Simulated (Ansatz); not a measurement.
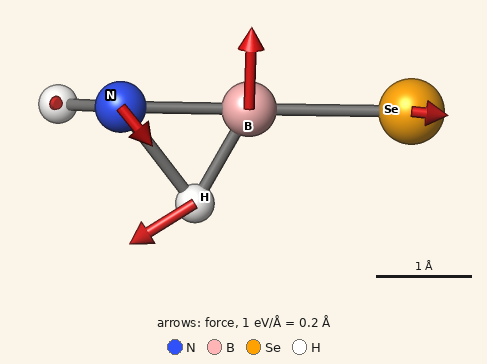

Starting geometry of BNH2Se with the computed forces as red arrows. The picture is a ball-and-stick view, seen face on.

The run prepares an end point of a later path (hydrogen shift) calculation, from a guessed geometry.

These are results of RKS PBE0/def2-SVP (Ansatz), not measurements. Set-up: no spin polarisation; force threshold 0.02 eV/Å; at most 50 steps.

Q: What follows when this structure is relaxed?

A: It isn't relaxed: the largest force vector, on the B atom, is 4.45 eV/Å. The final displacements follow the starting forces only in part (cosine between the two patterns 0.54). The largest move after the best rigid fit is that of an H atom, 0.95 Å. Largest moves by element: H 0.95 Å, N 0.58 Å, Se 0.49 Å, B 0.28 Å. Some distances before and after: B–H 1.170 → 2.101 Å, H–N 1.348 → 1.012 Å, B–Se 1.724 → 1.756 Å, B–N 1.364 → 1.374 Å. Bonds break: B–H (1.17 → 2.10 Å). After 10 geometry steps the energy has fallen by 275.3 kJ/mol. The largest force component goes from 3.9 to 0.0015 eV/Å. The run took 34 s on 1 thread of Intel(R) Xeon(R) Processor @ 2.70GHz, with other jobs on the host, peak memory 0.15 GiB.
